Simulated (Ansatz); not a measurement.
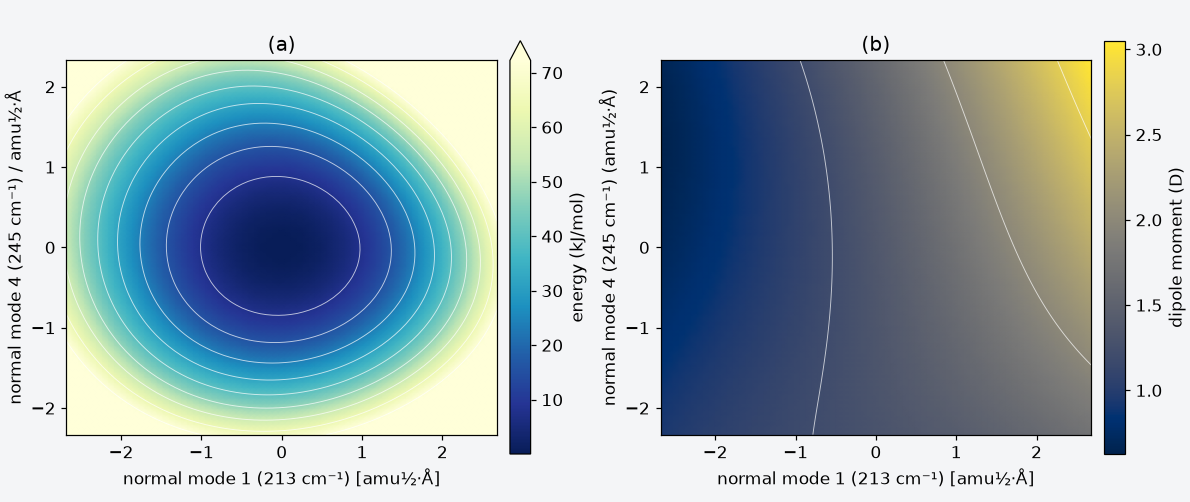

CrS2F2. Coordinates scanned: (1) normal mode 1 (213 cm⁻¹); (2) normal mode 4 (245 cm⁻¹). Nothing is relaxed (straight displacements along the two mass-weighted modes). The scan uses a 15 × 15 grid. Points are written as (first, second). Energies are in kJ/mol, from the lowest grid point. Theory: Ansatz 0.2.0, RKS PBE0-D4/def2-SVP.

Panel (a) is the energy and panel (b) the computed dipole moment on the same grid.

Drawn: a smooth colour map with a few white contour lines, one colour for all values above the top of the scale. Between grid points the surface is interpolated.

Q: How does the dipole moment vary over the map, and what is it at the lowest grid point?

A: Leaving out the highest fifth of the energies, it runs from 0.63 D at (−2.68 amu½·Å, 1.333 amu½·Å) to 2.52 D at (2.68 amu½·Å, 0.333 amu½·Å). At the lowest grid point, (0.00 amu½·Å, 0.000 amu½·Å), it is 1.36 D.

```csv
"normal mode 4 (245 cm⁻¹) ↓, normal mode 1 (213 cm⁻¹) →",−2.68,−2.30,−1.91,−1.53,−1.15,−0.77,−0.38,0.00,0.38,0.77,1.15,1.53,1.91,2.30,2.68
2.332,0.67,0.77,0.88,0.99,1.13,1.27,1.42,1.59,1.77,1.96,2.16,2.38,2.60,2.82,3.05
1.999,0.64,0.74,0.85,0.96,1.09,1.23,1.38,1.54,1.71,1.90,2.09,2.30,2.52,2.74,2.97
1.666,0.63,0.73,0.83,0.94,1.06,1.19,1.34,1.49,1.66,1.84,2.03,2.23,2.44,2.66,2.88
1.333,0.63,0.72,0.82,0.93,1.04,1.17,1.31,1.45,1.61,1.78,1.97,2.16,2.36,2.57,2.79
1.000,0.63,0.72,0.81,0.92,1.03,1.15,1.28,1.42,1.58,1.74,1.91,2.09,2.29,2.49,2.71
0.666,0.64,0.73,0.82,0.92,1.03,1.14,1.27,1.40,1.54,1.70,1.86,2.03,2.22,2.41,2.61
0.333,0.66,0.74,0.83,0.93,1.03,1.14,1.25,1.38,1.51,1.66,1.81,1.98,2.15,2.33,2.52
0.000,0.69,0.76,0.85,0.94,1.03,1.14,1.25,1.36,1.49,1.63,1.77,1.92,2.08,2.25,2.43
−0.333,0.71,0.79,0.87,0.96,1.05,1.14,1.24,1.35,1.47,1.59,1.73,1.87,2.01,2.17,2.34
−0.666,0.75,0.82,0.90,0.98,1.06,1.15,1.24,1.34,1.45,1.56,1.68,1.81,1.95,2.09,2.24
−1.000,0.79,0.86,0.93,1.00,1.08,1.16,1.25,1.34,1.43,1.53,1.64,1.76,1.88,2.01,2.14
−1.333,0.82,0.89,0.96,1.03,1.10,1.17,1.25,1.33,1.41,1.50,1.60,1.70,1.81,1.92,2.04
−1.666,0.86,0.93,0.99,1.06,1.12,1.19,1.25,1.32,1.39,1.47,1.55,1.64,1.73,1.83,1.94
−1.999,0.90,0.97,1.03,1.08,1.14,1.20,1.25,1.31,1.37,1.43,1.50,1.58,1.65,1.74,1.83
−2.332,0.94,1.00,1.05,1.11,1.16,1.20,1.25,1.30,1.34,1.40,1.45,1.51,1.57,1.65,1.72
```
